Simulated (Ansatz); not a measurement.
**H7NOSi2Sn: how energies converge with the basis set**

How large a basis does H7NOSi2Sn need? Two functionals are run in growing sets.

Method: one geometry, several basis sets; program: Ansatz 0.2.0, Gaussian basis.

Plan: PBE0-D4/def2-SVP; ωB97M-V/def2-SVP; PBE0-D4/def2-QZVPP; ωB97M-V/def2-QZVPP; the functionals' def2-TZVPP values are taken from earlier runs.

## 1. Structure used throughout

An earlier PBE0-D4 in a triple-zeta def2 set relaxation fixed the geometry. Sn takes the def2 core potential; no spin-orbit term is included.

SMILES `[OH][Sn][N]([SiH3])[SiH3]`, 12 atoms, charge 0, spin multiplicity 1.

Atoms are counted from 1 here; the program's logs count them from 0.

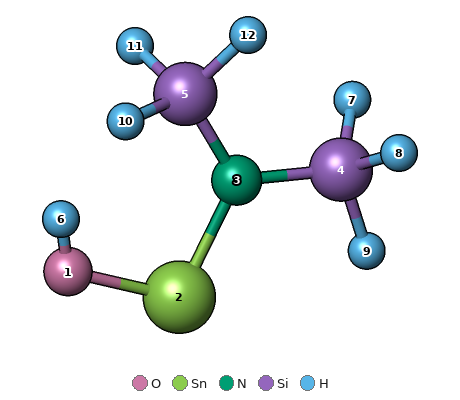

The geometry (oxygen pink, tin green, nitrogen teal, silicon purple, hydrogen blue); atoms are numbered from 1 in the order of the file.

## 2. PBE0-D4 in def2-SVP

Contents of in.yaml:

```yaml
crystal:
  periodic: [false, false, false]
  atoms:
    - {symbol: O, position_ang: [1.283061, 2.463201, -1.228745]}
    - {symbol: Sn, position_ang: [0.419345, 2.211511, 0.527829]}
    - {symbol: N, position_ang: [-0.071038, 0.195857, 0.325872]}
    - {symbol: Si, position_ang: [-0.845510, -0.560299, 1.674365]}
    - {symbol: Si, position_ang: [0.200400, -0.722756, -1.111683]}
    - {symbol: H, position_ang: [1.445005, 1.691657, -1.780434]}
    - {symbol: H, position_ang: [-2.175433, -1.126803, 1.315569]}
    - {symbol: H, position_ang: [-0.025635, -1.659894, 2.252041]}
    - {symbol: H, position_ang: [-1.043636, 0.483187, 2.722397]}
    - {symbol: H, position_ang: [1.487158, -0.328992, -1.757084]}
    - {symbol: H, position_ang: [-0.875457, -0.528625, -2.121858]}
    - {symbol: H, position_ang: [0.278839, -2.173246, -0.784071]}
basis:
  gaussian: {orbitals: def2-SVP}
hamiltonian: {xc: pbe0, dispersion: d4}
output: {orbitals: {seedname: orbitals}}
```

Launch:

```console
$ ansatz run in.yaml --threads 4 --pin off --events-out ev --progress --plain --max-ram 11315MiB
```

Further steps of the session: ωB97M-V in def2-SVP; PBE0-D4 in def2-QZVPP; ωB97M-V in def2-QZVPP.

Before running them: what should the planned runs give, taken together? Wanted: PBE0-D4: double and triple zeta above quadruple; ωB97M-V: double and triple zeta above quadruple.

**Answer**, as computed:

```
                                       quantity           value
PBE0-D4: double and triple zeta above quadruple  11.30, 0.83 eV
ωB97M-V: double and triple zeta above quadruple  11.44, 0.78 eV
```

PBE0-D4 gains 10.47 eV from double to triple zeta, then 0.83 eV more. These are total energies; as a rule much of such shifts cancels in differences, which this series doesn't test.
